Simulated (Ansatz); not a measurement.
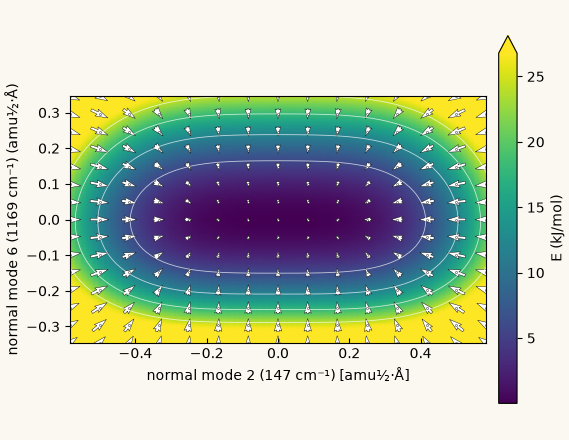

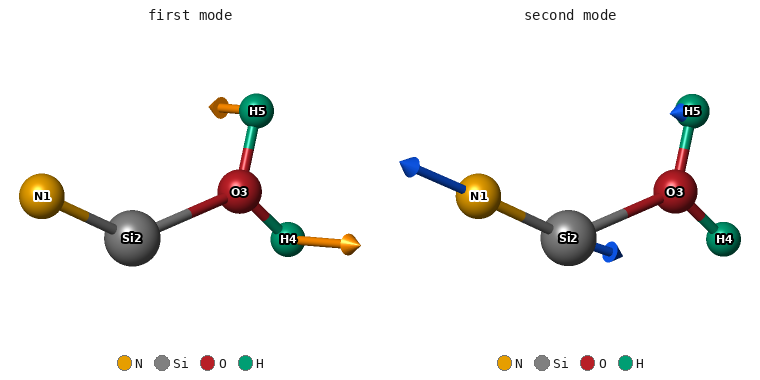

Energy landscape of H₂NOSi, SMILES N#[Si][OH2+], charge +1. 
- Coordinates scanned: (1) normal mode 2 (147 cm⁻¹); (2) normal mode 6 (1169 cm⁻¹).
- Nothing is relaxed (straight displacements along the two mass-weighted modes).
- The grid has 15 × 15 points; 214 points were computed and 11 follow by symmetry.
- Points are written as (first, second).
- All energies are given in kJ/mol relative to the relaxed molecule at the same level.
- Computed with Ansatz, RKS SPW92 (LDA)/def2-TZVP.

Drawn: a smooth colour map with a few white contour lines, dots at the grid points, arrows along the force (downhill), their lengths compressed, one colour for all values above the top of the scale. Between grid points the surface is interpolated. The second picture is the structure at the lowest point

**Where are the wells?**

The lowest grid point is at (0.000 amu½·Å, 0.000 amu½·Å), 0.0 kJ/mol from the relaxed molecule at the same level. The highest grid point, (0.584 amu½·Å, −0.345 amu½·Å), lies 53.9 kJ/mol above the lowest.

Time for the 214 points that were run: 3.4 min on 1 thread of Intel(R) Xeon(R) 6975P-C (Granite Rapids), with other jobs on the host.
